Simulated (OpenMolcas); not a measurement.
## How basis sets differ on CH4BNO (SMILES [H]/N=C/BO)

CH4BNO has 8 atoms, charge 0, and is taken as a singlet. As SMILES, `[H]/N=C/BO`. The shape is that of a GFN2-xTB optimisation. This is one conformer, not always the lowest.

```jsonl
{"atom": "N", "x (Å)": "-0.9517", "y (Å)": "0.7902", "z (Å)": "-0.6074"}
{"atom": "C", "x (Å)": "0.0694", "y (Å)": "0.7321", "z (Å)": "0.1367"}
{"atom": "B", "x (Å)": "0.6772", "y (Å)": "-0.7165", "z (Å)": "0.4136"}
{"atom": "O", "x (Å)": "0.0796", "y (Å)": "-1.7537", "z (Å)": "-0.1465"}
{"atom": "H", "x (Å)": "-1.3369", "y (Å)": "1.7193", "z (Å)": "-0.7813"}
{"atom": "H", "x (Å)": "0.5276", "y (Å)": "1.6301", "z (Å)": "0.5798"}
{"atom": "H", "x (Å)": "1.6188", "y (Å)": "-0.9009", "z (Å)": "1.0839"}
{"atom": "H", "x (Å)": "-0.6842", "y (Å)": "-1.5007", "z (Å)": "-0.6787"}
```

Each level gives the dipole moment (D). The values are calculated.

```json
{"level": "HF/ANO-L-MB", "kind": "Hartree–Fock", "program": "OpenMolcas", "value (D)": "2.68"}
{"level": "HF/STO-3G", "kind": "Hartree–Fock", "program": "OpenMolcas", "value (D)": "1.78"}
{"level": "HF/3-21G", "kind": "Hartree–Fock", "program": "OpenMolcas", "value (D)": "2.80"}
{"level": "HF/def2-SVP", "kind": "Hartree–Fock", "program": "OpenMolcas", "value (D)": "2.41"}
```

The values span 1.78 to 2.80 D. Sets without polarisation functions give poor dipoles.

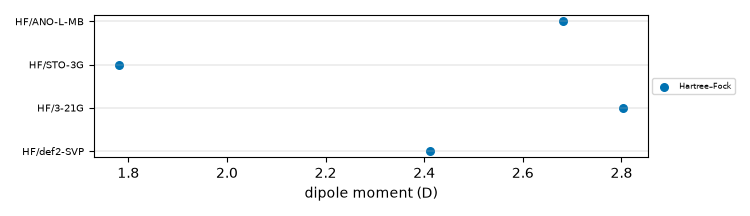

The values of the table, level by level.
